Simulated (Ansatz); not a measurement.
# Errors in the atomisation enthalpy at 298 K

8 molecules holding an element past argon; the atomisation enthalpy at 298 K in kJ/mol, computed less measured. Shapes, held fixed at every level: PBE0-D4/def2-TZVP. Flexible molecules stand in one conformer, not always the lowest. Thermal terms are harmonic and unscaled (PBE0-D4/def2-TZVP); the spin-orbit lowering of the free atoms is taken from their spectra. Programs: Ansatz 0.2.0. Measured values: Active Thermochemical Tables, CRC Handbook of Chemistry and Physics, NIST-JANAF tables.

Levels: A = HF/def2-TZVPP; B = B3LYP-D4/def2-TZVPP; C = r2SCAN0-D4/def2-TZVPP; D = wB97X-V/def2-TZVPP.

| molecule | from tabulated heats | A | B | C | D |
| --- | --- | --- | --- | --- | --- |
| H2Te (hydrogen telluride) | 533 | -192 | +22 | +1 | +21 |
| BBr2Cl (dibromo(chloro)borane) | 1187 | -332 | -21 | +7 | -2 |
| CBr2Cl2 (dibromodichloromethane) | 1180 | -579 | -49 | -44 | -17 |
| CH2I2 (diiodomethane) | 1247 | -450 | -12 | -27 | -11 |
| SiHI3 (triiodosilane) | 1063 | -373 | -23 | -5 | +2 |
| C2H4I2 (1,2-diiodoethane) | 2446 | -746 | -13 | -32 | -14 |
| C2H5Br (bromoethane) | 2699 | -709 | -5 | -21 | -4 |
| C3H7Br (2-bromopropane) | 3888 | -1015 | -10 | -32 | -8 |

Q: Sum up the errors.

A: 
| level | kind | mean error | mean absolute error | worst case |
| --- | --- | --- | --- | --- |
| HF/def2-TZVPP | Hartree–Fock | -549.5 | 549.5 | C3H7Br |
| B3LYP-D4/def2-TZVPP | global hybrid | -13.9 | 19.4 | CBr2Cl2 |
| r2SCAN0-D4/def2-TZVPP | global hybrid | -19.1 | 21.1 | CBr2Cl2 |
| wB97X-V/def2-TZVPP | range-separated hybrid | -4.1 | 9.9 | H2Te |

On this set wB97X-V/def2-TZVPP has the smallest mean absolute error and HF/def2-TZVPP the largest. HF/def2-TZVPP is too low in 8 of 8; B3LYP-D4/def2-TZVPP is too low in 7 of 8; r2SCAN0-D4/def2-TZVPP is too low in 6 of 8; wB97X-V/def2-TZVPP is too low in 6 of 8. The heats of H2Te, C3H7Br come from older tables and can be uncertain by 10 kJ/mol or more. The molecules' own spin-orbit binding is left out, so errors for heavy halides read too negative. Heats of the atoms come from ATcT where it has them, that of boron, 570 kJ/mol, from recent work. With so many references in doubt the order of the levels isn't settled. The tabulated values of BBr2Cl, CH2I2, SiHI3 are in doubt (older tables, estimates, or at odds with other calculations) and kept here. Over the 5 molecules whose values aren't doubted the mean absolute errors are A 648.2; B 19.8; C 26.0; D 12.8. For HF/def2-TZVPP the error tends to grow with the atomisation enthalpy. Hartree–Fock lacks correlation and underbinds. For atoms past krypton def2 sets carry core potentials with scalar relativity. Relativity is left out for Br. The set is small.

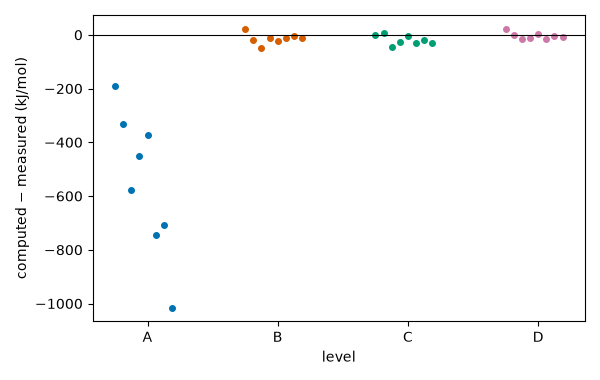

Errors of each level, one point a molecule.
